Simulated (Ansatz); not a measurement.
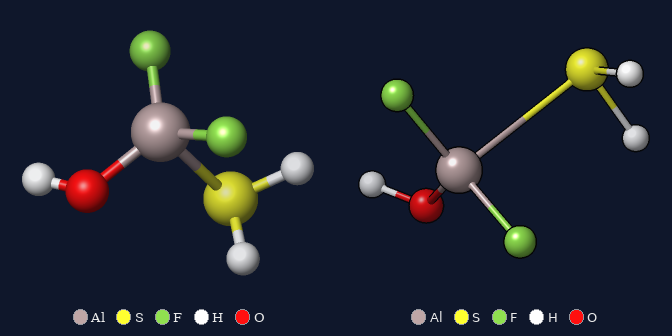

Two views of one molecule.

Describe the molecule.

It has 8 atoms: 1 aluminium, 2 fluorine, 3 hydrogen, 1 oxygen and 1 sulfur (AlF₂H₃OS). The point group is C1. Coordination: 1 Al tetrahedral; 1 S trigonal pyramidal; 1 O bent.

More results for the same structure follow; atom numbers are the same in all pictures, views and colours differ. The geometry was computed by an optimisation with PBE0-D4/def2-TZVP.

**Vibrations**

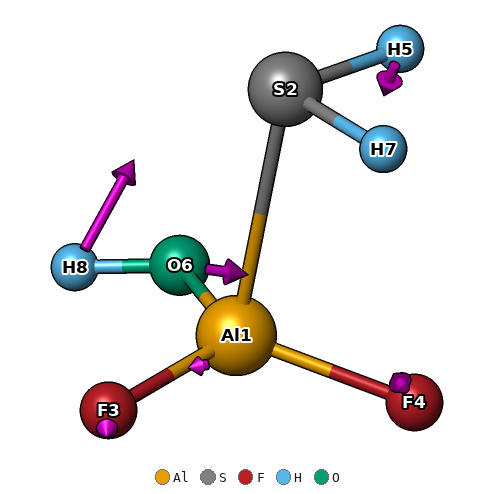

The arrows show one normal mode. Harmonic vibrations computed with RKS PBE0-D4/def2-TZVP (Ansatz 0.2.0) at a stationary point of the same level.

Describe the motion.

Mostly F–Al–O bending.

At what wavenumber does it lie?

222 cm⁻¹; it is mode 5 of 18 counted from the lowest.

**Dipole moment**

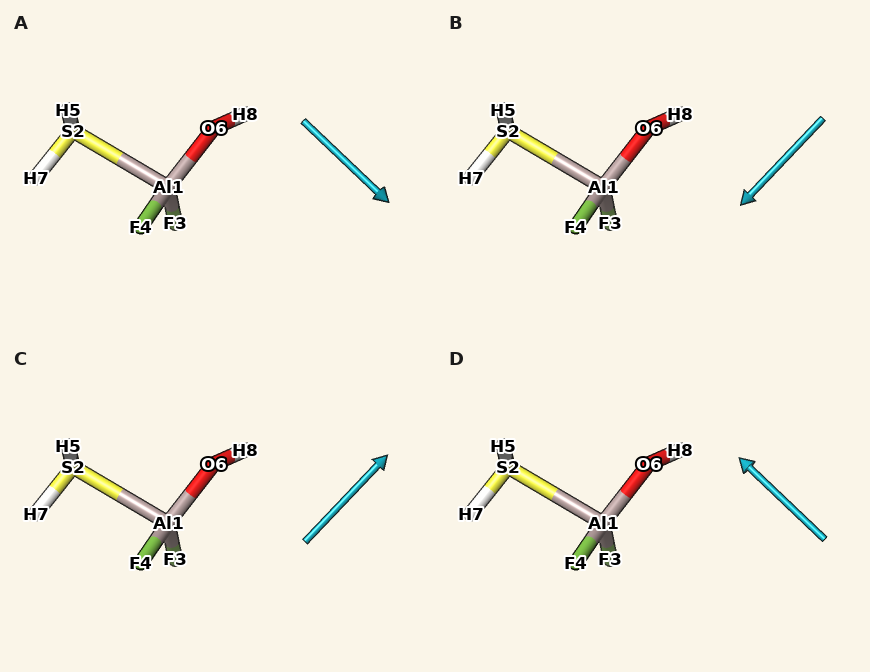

The same molecule four times, each with an arrow. Properties computed with RKS PBE0-D4/def2-TZVP (Ansatz 0.2.0).

Which arrow points along the dipole moment, from the negative to the positive end?

D. The dipole moment is 3.90 D; it points from the side of F3, F4 to the side of H5 (the outermost atoms at the two ends).

**Thermal motion**

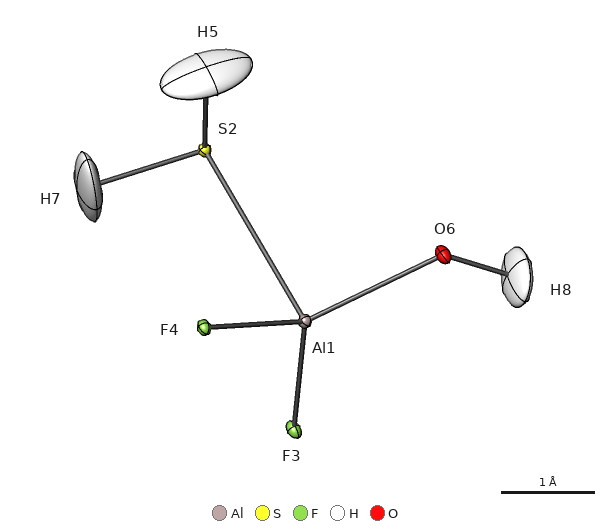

Displacement ellipsoids at the 50 % level, from the internal vibrations of the free molecule (harmonic, no overall translation or rotation; no half-axis is drawn under 0.075 Å). Vibrations computed with RKS PBE0-D4/def2-TZVP (Ansatz 0.2.0). Temperature: 0 K (zero-point motion alone).

Which atom moves most?

H7, with U_eq = 0.0544 Å².

Does H7 move more along its bond or across it?

Across it: the root-mean-square amplitude is 0.084 Å along the bond and up to 0.341 Å across, since bending and torsion are softer than stretching.

Give the displacement parameters, one line for each set of equivalent atoms.

```json
{"atom": "Al1", "U_eq (Å²)": "0.0012", "rms amplitudes (Å)": "0.032, 0.034, 0.038"}
{"atom": "S2", "U_eq (Å²)": "0.0012", "rms amplitudes (Å)": "0.030, 0.034, 0.041"}
{"atom": "F3", "U_eq (Å²)": "0.0027", "rms amplitudes (Å)": "0.036, 0.043, 0.071"}
{"atom": "F4", "U_eq (Å²)": "0.0024", "rms amplitudes (Å)": "0.036, 0.045, 0.063"}
{"atom": "H5", "U_eq (Å²)": "0.0539", "rms amplitudes (Å)": "0.083, 0.197, 0.340"}
{"atom": "O6", "U_eq (Å²)": "0.0033", "rms amplitudes (Å)": "0.039, 0.045, 0.080"}
{"atom": "H7", "U_eq (Å²)": "0.0544", "rms amplitudes (Å)": "0.083, 0.200, 0.341"}
{"atom": "H8", "U_eq (Å²)": "0.0333", "rms amplitudes (Å)": "0.078, 0.175, 0.252"}
```

**Charges**

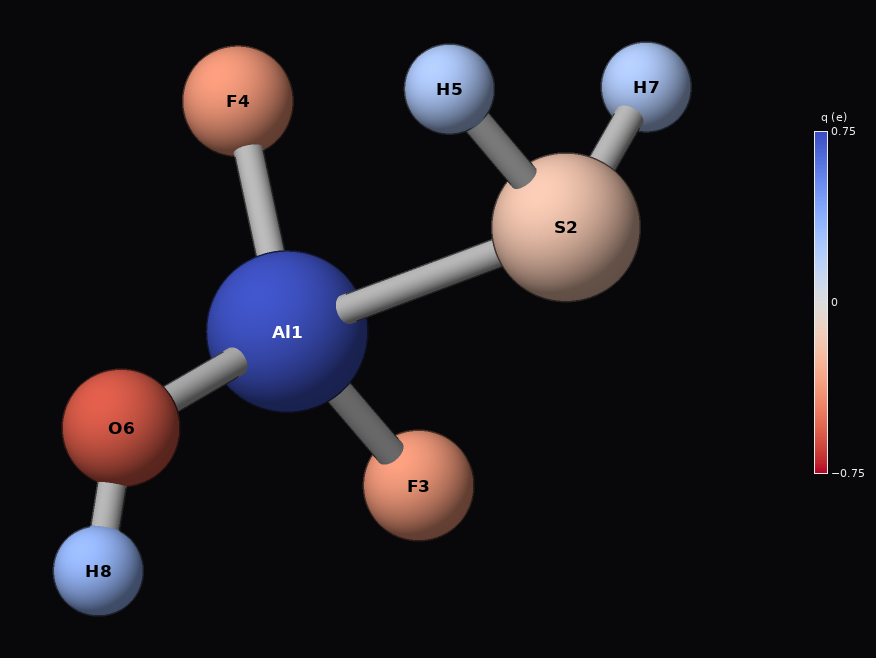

Atoms are coloured by their Mulliken charges. Method: RKS PBE0-D4/def2-TZVP (Ansatz 0.2.0).

Which atom carries the highest charge (most positive or least negative)?

Al1 (0.72 e).

And the lowest?

O6 (−0.57 e).

List the Mulliken charges.

| atom | value (e) |
| --- | --- |
| Al1 | 0.72 |
| S2 | −0.17 |
| F3 | −0.37 |
| F4 | −0.37 |
| H5 | 0.22 |
| O6 | −0.57 |
| H7 | 0.22 |
| H8 | 0.32 |

Mulliken values depend strongly on the basis set and can even reverse the polarity of a bond.
